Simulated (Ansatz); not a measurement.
**C2H2F (SMILES C=[C]F): U-r2SCAN0/STO-3G**

What is the electronic atomisation energy of C2H2F at U-r2SCAN0/STO-3G? 

The results are computed with Ansatz 0.2.0.

52 further runs of the same task are left out: 1 that didn't finish, 51 set aside as unsound or not needed.

### 1 Starting point

C2H2F: 5 atoms, total charge 0, spin state doublet. SMILES: `C=[C]F`. Geometry: relaxed at PBE0-D4/def2-TZVP.

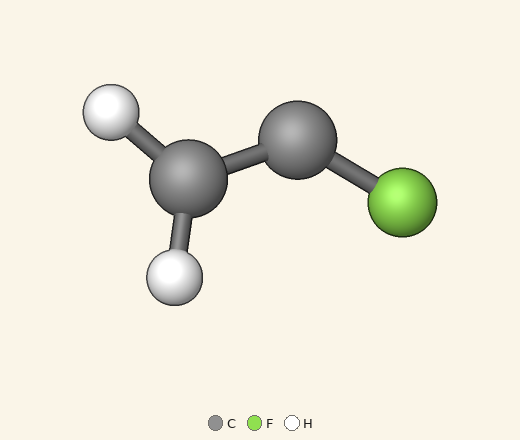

Viewed from a chosen angle; carbon grey, fluorine green, hydrogen white.

### 2 The energy at U-r2SCAN0/STO-3G

Input file job.yaml:

```yaml
crystal:
  periodic: [false, false, false]
  atoms:
    - {symbol: C, position_ang: [0.488200, -0.200400, 0.008400]}
    - {symbol: C, position_ang: [-0.592700, 0.393700, 0.447100]}
    - {symbol: F, position_ang: [-1.725600, 0.629500, -0.148900]}
    - {symbol: H, position_ang: [0.534700, -0.590400, -1.005400]}
    - {symbol: H, position_ang: [1.345200, -0.306200, 0.657500]}
basis:
  gaussian:
    orbitals: STO-3G
magnetization:
  spin_polarized: true
  initial_magnetization: 1
hamiltonian:
  xc: {name: r2SCAN0}
accuracy: high
```

On the command line:

```sh
$ ansatz run job.yaml --threads 1 --pin off --max-ram 2610MiB --events-out events.jsonl --progress --plain --runs-dir runs
```

Log:

```text
Warning: RAYON_NUM_THREADS=1 ignored (pool sized by the plan → 1); use --threads N
Functional definition: r2SCAN0
  name "r2SCAN0"
  parameter a = 0.25
  parameter k0 = 0.174
  parameter k1 = 0.065
  parameter a1 = 4.9479
  exchange = (1 - a)*r2scan_x(k0 = k0, k1 = k1, a1 = a1) + a*exact_x
  correlation = r2scan_c
294 factors; integrals over basis functions are off by at most 4.1e-8 eV
mean field evaluation 1: about -4752.1378 eV, gradient 9.1e0 eV
mean field evaluation 2: about -4751.9631 eV, gradient 1.2e1 eV
mean field evaluation 4: about -4752.8352 eV, gradient 7.8e-1 eV
mean field evaluation 8: about -4752.8138 eV, gradient 8.2e-2 eV
mean field evaluation 16: about -4752.8143 eV, gradient 2.1e-5 eV
mean field -4752.81426534 eV, -174.6627026782 hartree, gradient 8.6e-8 eV, S^2 0.777345; 0 other end points of the search recorded, 0 dependent functions left out
reference -4752.81426578 eV, -174.6627026943 hartree; 12, 11 occupied and 5, 6 virtual orbitals, 294 factors
Total energy: -4752.81426578 eV, -174.6627026943 hartree
```

It took 1.3 s on 1 thread of AMD EPYC 9R45 (Zen 5), shared host; peak memory 0.23 GiB.

### 3 The C atom, same level

Input file run.yaml:

```yaml
crystal:
  periodic: [false, false, false]
  atoms:
    - {symbol: C, position_ang: [0.000000, 0.000000, 0.000000]}
basis:
  gaussian:
    orbitals: STO-3G
magnetization:
  spin_polarized: true
  initial_magnetization: 2
hamiltonian:
  xc: {name: r2SCAN0}
accuracy: high
```

On the command line:

```sh
$ ansatz run run.yaml --threads 1 --pin off --max-ram 2610MiB --events-out events.jsonl --progress --plain --runs-dir runs
```

Log:

```text
Warning: RAYON_NUM_THREADS=1 ignored (pool sized by the plan → 1); use --threads N
Functional definition: r2SCAN0
  name "r2SCAN0"
  parameter a = 0.25
  parameter k0 = 0.174
  parameter k1 = 0.065
  parameter a1 = 4.9479
  exchange = (1 - a)*r2scan_x(k0 = k0, k1 = k1, a1 = a1) + a*exact_x
  correlation = r2scan_c
15 factors; integrals over basis functions are off by at most 9.8e-10 eV
mean field evaluation 1: about -1015.9310 eV, gradient 1.6e-10 eV
mean field evaluation 2: about -1015.9286 eV, gradient 6.7e-10 eV
mean field -1015.92858945 eV, -37.3346870410 hartree, gradient 0.0e0 eV, S^2 2.000000; 0 other end points of the search recorded, 0 dependent functions left out
reference -1015.92858968 eV, -37.3346870496 hartree; 4, 2 occupied and 1, 3 virtual orbitals, 15 factors
Total energy: -1015.92858968 eV, -37.3346870496 hartree
```

Run time: 0.22 s. Hardware: 1 thread of AMD EPYC 9R45 (Zen 5), shared host.

### 4 The F atom, same level

Input file job.yaml:

```yaml
crystal:
  periodic: [false, false, false]
  atoms:
    - {symbol: F, position_ang: [0.000000, 0.000000, 0.000000]}
basis:
  gaussian: {orbitals: STO-3G}
magnetization: {spin_polarized: true, initial_magnetization: 1}
hamiltonian: {xc: {name: r2SCAN0}}
accuracy: high
```

Run the same way, it converges to -98.26148 Eh (log not shown).

### 5 The H atom at the same level

Input file job.yaml:

```yaml
crystal:
  periodic: [false, false, false]
  atoms:
    - {symbol: H, position_ang: [0.000000, 0.000000, 0.000000]}
basis:
  gaussian:
    orbitals: STO-3G
magnetization:
  spin_polarized: true
  initial_magnetization: 1
hamiltonian:
  xc: {name: r2SCAN0}
accuracy: high
```

Run the same way, it converges to -0.46649 Eh (log not shown).

### 6 Outcome

Level: U-r2SCAN0/STO-3G.

```
                     quantity          value
       molecule: total energy  -174.66270 Eh
               molecule: ⟨S²⟩          0.777
         C atom: total energy   -37.33469 Eh
                 C atom: ⟨S²⟩          2.000
         F atom: total energy   -98.26148 Eh
                 F atom: ⟨S²⟩          0.750
         H atom: total energy    -0.46649 Eh
                 H atom: ⟨S²⟩          0.750
electronic atomisation energy      21.738 eV
```

**Reading.** Taking the molecule apart into free atoms costs 21.74 eV (501 kcal/mol), before zero-point energy and without spin-orbit coupling. In a minimal basis such a difference can be off by several eV, whatever the method.
